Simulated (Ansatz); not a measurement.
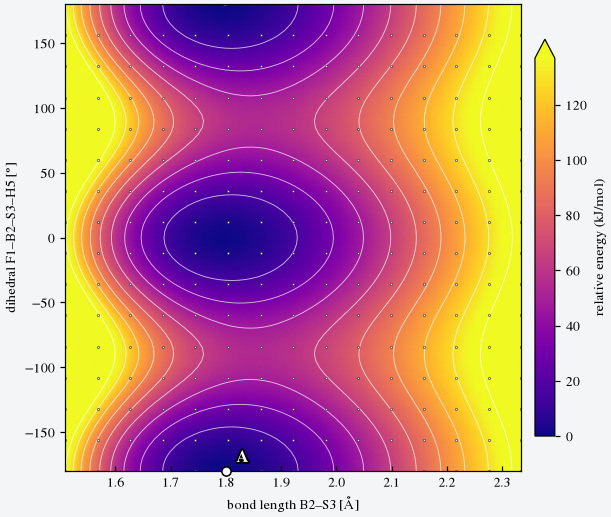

BFH2S, SMILES FBS. Coordinates scanned: (1) bond length B2–S3; (2) dihedral F1–B2–S3–H5. Nothing is relaxed (all other coordinates rigid). Grid: 15 × 15 points; 120 points were computed and 105 follow by symmetry. Points are written as (first, second). Energies: kJ/mol, counted from the lowest grid point. Theory: RHF-MP2, frozen core/def2-TZVP in Ansatz.

In the figure: a smooth colour map with a few white contour lines, dots at the grid points, one colour for all values above the top of the scale, the point A. Between grid points the surface is interpolated.

> Find the lowest pass out of the well at A.

The easiest path leads from the well at (1.804 Å, −180°) to the well at about (1.80 Å, 0°), about 0.57 kJ/mol higher (on a rigid scan; wells that are mirror images or exchange like atoms can differ by this much). Its highest point lies about 55 kJ/mol above the bottom of the first well on the interpolated surface, at about (1.85 Å, 90°). The start is the relaxed structure and all else is held, so a fully relaxed path at this level can only be lower.

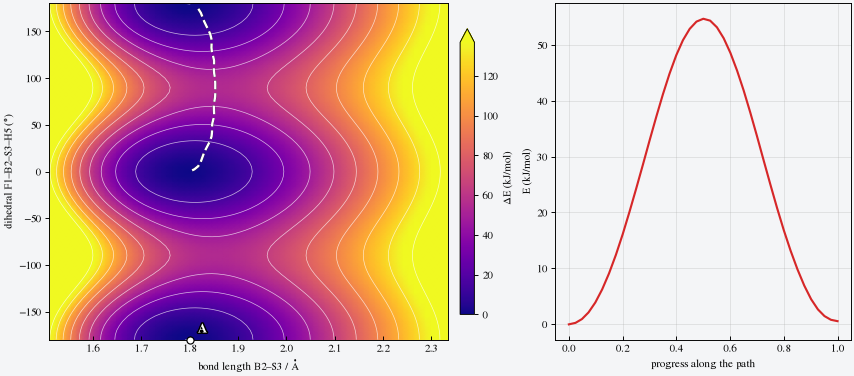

Drawn: a smooth colour map with a few white contour lines, a line along the lowest path, one colour for all values above the top of the scale, the energy along the path at the right. Between grid points the surface is interpolated.
